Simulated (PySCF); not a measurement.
# What a change does: NMR shielding calculation on C7H9O2P

System: C7H9O2P.
Method of the first run: GIAO WP04/pcSseg-1 NMR shielding, non-relativistic, gas phase (PySCF 2.14.0).

The geometry comes from this level: PBE0-D3(BJ)/def2-SVP. Text and figures count atoms from 1; the logs count them from 0 in places.

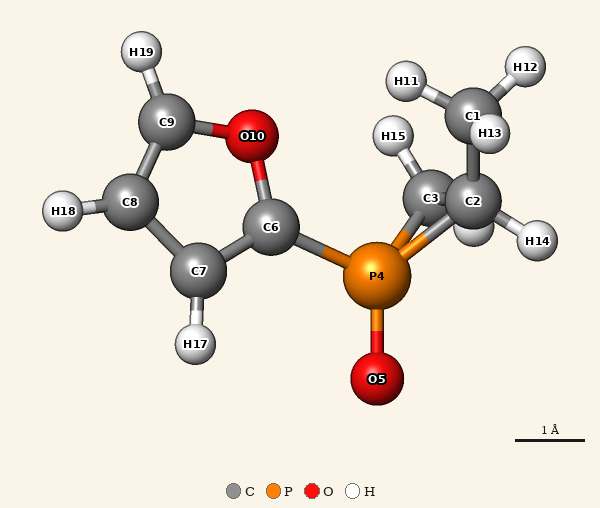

**Figure 1.** The structure as given in the input (ball-and-stick view, seen at a tilt; atoms are numbered from 1 in the order of the input).

**The input, the first run**
```
{"job": {"kind": "nmr", "xc": "WP04", "basis": "pcSseg-1", "pop": false}, "charge": 0, "multiplicity": 1}
C     -2.039406     1.188445    -0.118808
C     -1.987319    -0.284390     0.189435
C     -1.340034    -0.798944     1.512652
P     -0.564792    -1.364248     0.002675
O     -0.541142    -2.736175    -0.585404
C      0.942802    -0.443460    -0.269529
C      1.992400    -0.769922    -1.082699
C      2.957896     0.267900    -0.913567
C      2.419929     1.137069    -0.010718
O      1.202589     0.715089     0.385916
H     -1.073131     1.675078     0.075310
H     -2.797910     1.687063     0.506779
H     -2.301245     1.361760    -1.173202
H     -2.910601    -0.831292    -0.047078
H     -0.794414    -0.058144     2.109030
H     -1.924451    -1.508396     2.107552
H      2.050329    -1.655197    -1.711726
H      3.928651     0.354985    -1.396232
H      2.771820     2.065280     0.432286
```

The first line tells a small driver script what to run in PySCF; the rest is the geometry in Å.

Launched with:
```bash
OMP_NUM_THREADS=1 python <driver script> task.json out
```

Hardware: 1 CPU thread, shared host.

**Output (the first run)**
```
coarse grid: 16984 points
cycle   1  E = -776.5400392711  dE =  1.878e+00  |g| = 1.401e+00  |ddm| = 4.319e+00
cycle   2  E = -774.6041796438  dE =  1.936e+00  |g| = 3.136e+00  |ddm| = 6.266e+00
cycle   3  E = -776.7985869518  dE = -2.194e+00  |g| = 6.916e-01  |ddm| = 5.856e+00
cycle   4  E = -776.9007310368  dE = -1.021e-01  |g| = 2.717e-01  |ddm| = 8.833e-01
cycle   5  E = -776.9116355152  dE = -1.090e-02  |g| = 1.419e-01  |ddm| = 2.646e-01
cycle   6  E = -776.9155926582  dE = -3.957e-03  |g| = 4.044e-02  |ddm| = 1.191e-01
cycle   7  E = -776.9159202789  dE = -3.276e-04  |g| = 1.573e-02  |ddm| = 4.680e-02
cycle   8  E = -776.9159817493  dE = -6.147e-05  |g| = 3.244e-03  |ddm| = 1.675e-02
cycle   9  E = -776.9159839642  dE = -2.215e-06  |g| = 1.048e-03  |ddm| = 4.040e-03
final grid: 161152 points
cycle  10  E = -777.0335992932  dE = -6.450e-05  |g| = 1.270e-02  |ddm| = 4.895e-02
cycle  11  E = -777.0335036064  dE =  9.569e-05  |g| = 2.510e-02  |ddm| = 3.060e-02
cycle  12  E = -777.0336312106  dE = -1.276e-04  |g| = 3.578e-03  |ddm| = 2.391e-02
cycle  13  E = -777.0336337693  dE = -2.559e-06  |g| = 5.753e-04  |ddm| = 3.448e-03
cycle  14  E = -777.0336338006  dE = -3.134e-08  |g| = 4.173e-04  |ddm| = 7.560e-04
cycle  15  E = -777.0336338347  dE = -3.406e-08  |g| = 1.077e-04  |ddm| = 4.461e-04
cycle  16  E = -777.0336338374  dE = -2.699e-09  |g| = 3.096e-05  |ddm| = 1.259e-04
cycle  17  E = -777.0336338376  dE = -2.174e-10  |g| = 1.208e-05  |ddm| = 3.313e-05
converged SCF energy = -777.0336338376

GIAO shielding tensors (ppm)
atom      isotropic    diamagn.    paramagn.     s11        s22        s33       span
  0 C      156.868     248.050     -91.182    145.447    151.852    173.305     27.857
  1 C      148.841     263.925    -115.084    124.690    142.763    179.071     54.381
  2 C      152.980     264.110    -111.130    135.008    146.876    177.056     42.047
  3 P      366.964     968.731    -601.768    218.975    240.295    641.620    422.645
  4 O      294.561     399.399    -104.838    204.856    234.329    444.500    239.644
  5 C       23.106     262.403    -239.296    -46.030     29.955     85.393    131.423
  6 C       37.082     254.123    -217.042    -67.984     30.791    148.438    216.422
  7 C       53.137     259.311    -206.174    -31.594     44.424    146.580    178.173
  8 C       19.532     250.816    -231.284    -61.709     27.262     93.042    154.752
  9 O       26.664     402.840    -376.176   -106.135    -42.813    228.940    335.075
 10 H       30.450      33.612      -3.162     24.320     31.668     35.361     11.041
 11 H       30.256      27.788       2.467     26.017     27.608     37.142     11.126
 12 H       30.335      30.108       0.227     26.360     27.582     37.063     10.702
 13 H       29.647      30.979      -1.332     24.601     28.614     35.726     11.124
 14 H       30.368      34.831      -4.463     25.594     29.656     35.853     10.259
 15 H       29.615      29.915      -0.300     25.400     27.109     36.336     10.937
 16 H       24.147      32.863      -8.717     21.598     22.857     27.985      6.387
 17 H       25.109      30.028      -4.918     23.101     25.817     26.410      3.308
 18 H       24.178      29.843      -5.665     21.218     24.580     26.735      5.517
```

The second run used a changed input.

**The two runs side by side**

| quantity | the first run | the second run |
| --- | --- | --- |
| outcome | converged | converged |
| total energy (hartree) | −777.033634 | −763.246200 |
| HOMO (eV) | −7.98 | −6.79 |
| LUMO (eV) | −2.87 | −0.72 |
| dipole moment (D) | 4.11 | 4.07 |
| shielding of C1 (ppm) | 156.9 | 170.7 |
| shielding of C2 (ppm) | 148.8 | 163.2 |
| shielding of P4 (ppm) | 367.0 | 390.4 |
| shielding of O5 (ppm) | 294.6 | 310.9 |
| shielding of C6 (ppm) | 23.1 | 36.9 |
| shielding of C7 (ppm) | 37.1 | 50.7 |
| shielding of C8 (ppm) | 53.1 | 66.4 |
| SCF iterations | 17 | 15 |
| basis functions | 222 | 222 |
| wall time (shared host) | 42 s | 52 s |

Which change of the input explains these differences?

The change (lines with − go, lines with + come):
```diff
-"xc": "WP04"
+"xc": "PBE0"
-"pop": false
```

The total energies belong to different methods, so their difference says nothing on which is more stable or more accurate. The HOMO goes from −7.98 to −6.79 eV. The LUMO goes from −2.87 to −0.72 eV. The dipole moment goes from 4.11 to 4.07 D. Of all shieldings, the largest change is that of P4, by +23.5 ppm. The functional changes from WP04 to PBE0. Exact exchange removes part of the self-interaction error of semilocal functionals, which pushes filled and empty levels apart. The SCF takes 15 iterations against 17.

**Output (the second run)**
```
coarse grid: 16984 points
cycle   1  E = -762.9794981368  dE =  2.018e+00  |g| = 9.593e-01  |ddm| = 4.239e+00
cycle   2  E = -762.2719802344  dE =  7.075e-01  |g| = 2.069e+00  |ddm| = 4.157e+00
cycle   3  E = -763.1427137068  dE = -8.707e-01  |g| = 3.027e-01  |ddm| = 3.517e+00
cycle   4  E = -763.1612877485  dE = -1.857e-02  |g| = 1.229e-01  |ddm| = 3.971e-01
cycle   5  E = -763.1640420063  dE = -2.754e-03  |g| = 4.232e-02  |ddm| = 1.079e-01
cycle   6  E = -763.1643859146  dE = -3.439e-04  |g| = 1.245e-02  |ddm| = 3.623e-02
cycle   7  E = -763.1644176982  dE = -3.178e-05  |g| = 4.254e-03  |ddm| = 1.469e-02
cycle   8  E = -763.1644221488  dE = -4.451e-06  |g| = 6.818e-04  |ddm| = 4.721e-03
final grid: 161152 points
cycle   9  E = -763.2461541484  dE = -2.621e-05  |g| = 1.496e-02  |ddm| = 4.089e-02
cycle  10  E = -763.2460677500  dE =  8.640e-05  |g| = 2.575e-02  |ddm| = 3.599e-02
cycle  11  E = -763.2461983834  dE = -1.306e-04  |g| = 3.197e-03  |ddm| = 2.578e-02
cycle  12  E = -763.2462003810  dE = -1.998e-06  |g| = 4.093e-04  |ddm| = 3.167e-03
cycle  13  E = -763.2462003984  dE = -1.739e-08  |g| = 2.764e-04  |ddm| = 5.415e-04
cycle  14  E = -763.2462004137  dE = -1.526e-08  |g| = 5.876e-05  |ddm| = 3.094e-04
cycle  15  E = -763.2462004145  dE = -7.999e-10  |g| = 2.063e-05  |ddm| = 7.398e-05
converged SCF energy = -763.2462004145

GIAO shielding tensors (ppm)
atom      isotropic    diamagn.    paramagn.     s11        s22        s33       span
  0 C      170.653     246.426     -75.773    158.528    165.845    187.587     29.059
  1 C      163.232     262.461     -99.229    140.033    156.847    192.817     52.783
  2 C      165.732     262.596     -96.864    149.552    157.783    189.861     40.309
  3 P      390.429     964.335    -573.906    245.586    257.340    668.362    422.776
  4 O      310.903     396.167     -85.264    209.651    254.038    469.022    259.371
  5 C       36.905     261.072    -224.167    -31.948     45.007     97.656    129.604
  6 C       50.704     253.525    -202.821    -54.111     44.322    161.901    216.012
  7 C       66.383     259.840    -193.456    -18.596     58.703    159.042    177.638
  8 C       32.305     250.137    -217.832    -48.521     40.378    105.057    153.579
  9 O       29.767     398.338    -368.571   -116.278    -38.656    244.235    360.514
 10 H       30.258      31.228      -0.970     23.669     31.454     35.650     11.981
 11 H       29.954      27.892       2.061     25.243     27.159     37.459     12.216
 12 H       30.024      29.409       0.616     25.608     27.055     37.410     11.803
 13 H       29.281      31.365      -2.084     23.736     28.047     36.059     12.323
 14 H       30.177      33.282      -3.105     25.039     29.212     36.280     11.241
 15 H       29.211      30.304      -1.092     24.596     26.393     36.645     12.049
 16 H       23.605      32.129      -8.524     20.870     22.556     27.389      6.519
 17 H       24.561      29.999      -5.438     22.399     24.989     26.295      3.896
 18 H       23.648      29.125      -5.477     20.470     24.328     26.145      5.675
```
